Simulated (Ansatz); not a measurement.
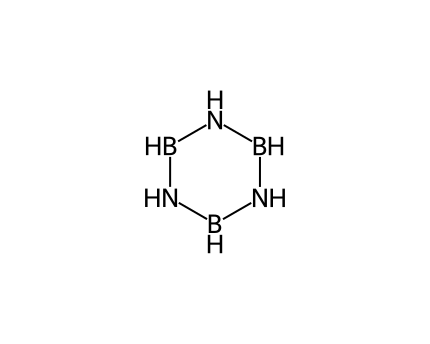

Question: Write the SMILES.

Answer: B1NBNBN1

Question: Give the formula, hydrogens included.

Answer: B3H6N3.

Question: An optimisation with PBE0-D4/def2-TZVP gave a structure of which point group?

Answer: D3h.

More results for the same structure follow; atom numbers are the same in all pictures, views and colours differ. Computed geometry: PBE0-D4/def2-TZVP optimisation.

## Shape

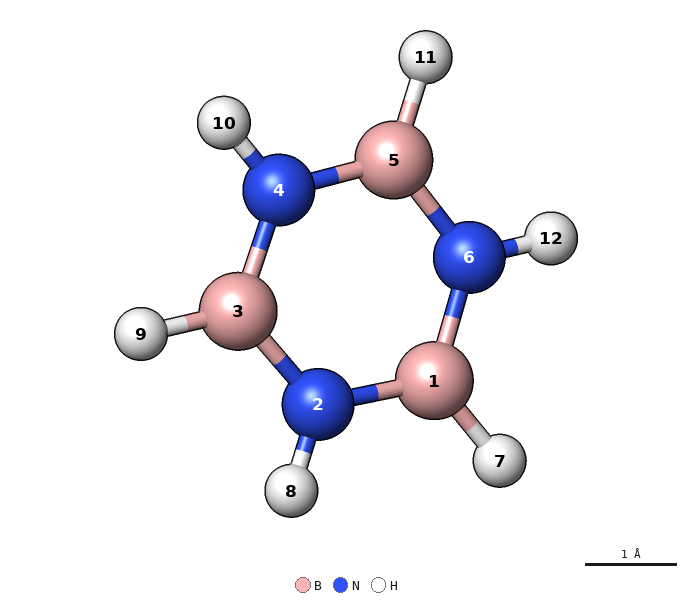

The atoms are numbered.

Give these bond angles: N2–B1–N6, N2–B1–H7, B1–N2–B3, B1–N2–H8.

| angle | degrees |
| --- | --- |
| N2–B1–N6 | 117.1 |
| N2–B1–H7 | 121.4 |
| B1–N2–B3 | 122.9 |
| B1–N2–H8 | 118.6 |

## Charges

The questions are on Mulliken charges. Method: RKS r2SCAN-D4/def2-TZVPP (Ansatz 0.2.0).

List the Mulliken charges.

| atom | value (e) |
| --- | --- |
| B1 | 0.05 |
| N2 | −0.21 |
| B3 | 0.05 |
| N4 | −0.21 |
| B5 | 0.05 |
| N6 | −0.21 |
| H7 | 0.00 |
| H8 | 0.16 |
| H9 | 0.00 |
| H10 | 0.16 |
| H11 | 0.00 |
| H12 | 0.16 |

## Levels of theory compared

Program: Ansatz 0.2.0.

Compare HOMO–LUMO gap (eV) at these levels: BLYP-D4/def2-TZVPP; PBE0-D4/def2-QZVPP; PBE0-D4/def2-SVP; SPW92 (LDA)/def2-TZVPP; r2SCAN-D4/def2-TZVPP; r2SCAN0-D4/def2-TZVPP; r2SCANh-D4/def2-TZVPP; ωB97M-V/def2-SVP; ωB97M-V/def2-TZVPP; ωB97X-V/def2-TZVPP.

| level | HOMO–LUMO gap (eV) |
| --- | --- |
| BLYP-D4/def2-TZVPP | 6.25 |
| PBE0-D4/def2-QZVPP | 8.45 |
| PBE0-D4/def2-SVP | 8.63 |
| SPW92 (LDA)/def2-TZVPP | 6.21 |
| r2SCAN-D4/def2-TZVPP | 6.89 |
| r2SCAN0-D4/def2-TZVPP | 8.91 |
| r2SCANh-D4/def2-TZVPP | 7.70 |
| ωB97M-V/def2-SVP | 12.98 |
| ωB97M-V/def2-TZVPP | 12.44 |
| ωB97X-V/def2-TZVPP | 13.00 |

## Thermal motion

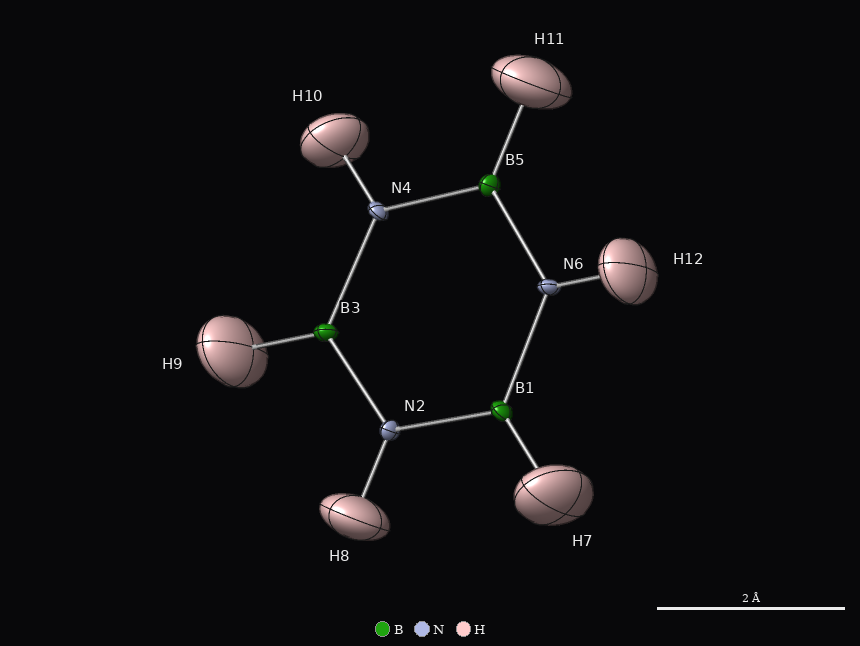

Displacement ellipsoids at the 50 % level, enlarged 2 times, from the internal vibrations of the free molecule (harmonic, no overall translation or rotation; no half-axis is drawn under 0.075 Å). Vibrations computed with RKS PBE0-D4/def2-TZVP (Ansatz 0.2.0). Temperature: 298 K.

Give the displacement parameters, one line for each set of equivalent atoms.

| atom | U_eq (Å²) | rms amplitudes (Å) |
| --- | --- | --- |
| B1, B3, B5 | 0.0018 | 0.031, 0.041, 0.052 |
| N2, N4, N6 | 0.0016 | 0.027, 0.038, 0.052 |
| H7, H9, H11 | 0.0199 | 0.087, 0.125, 0.191 |
| H8, H10, H12 | 0.0146 | 0.075, 0.116, 0.157 |

Mulliken values depend strongly on the basis set and can even reverse the polarity of a bond.
